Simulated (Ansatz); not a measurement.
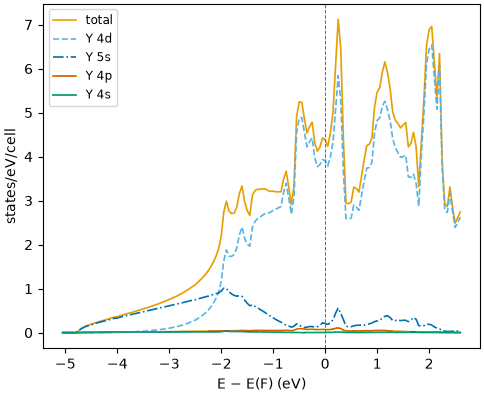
Fig. 1. Total and projected density of states of Y (9R (Sm type), R-3m), plane-wave PAW PBEsol (Ansatz code)

Which orbitals carry the states next to the Fermi level?

Within 0.5 eV of the Fermi level: Y 4d 89 %. Projections are on Löwdin-orthogonalised atomic valence shells; empty p or d shells of many metals are not among them.

Where is the tallest occupied peak in this window, and what makes it?

Near -0.5 eV, about 5.2 states/eV per cell; the largest projected share is Y 4d.

The workflow started from a Materials Project entry (that database holds measured and hypothetical structures alike); the Crystallography Open Database copy checked does not list it. It is not the phase usual at ambient conditions (space group No. 194). The PBEsol relaxation kept the symmetry of its start; of distortions, only those at the zone centre were tested. The workflow began spin-polarised and lost its moments. Scalar-relativistic: spin–orbit coupling is off unless named, which matters more the heavier the elements.

Potentials: the later of the program's two PAW sets.
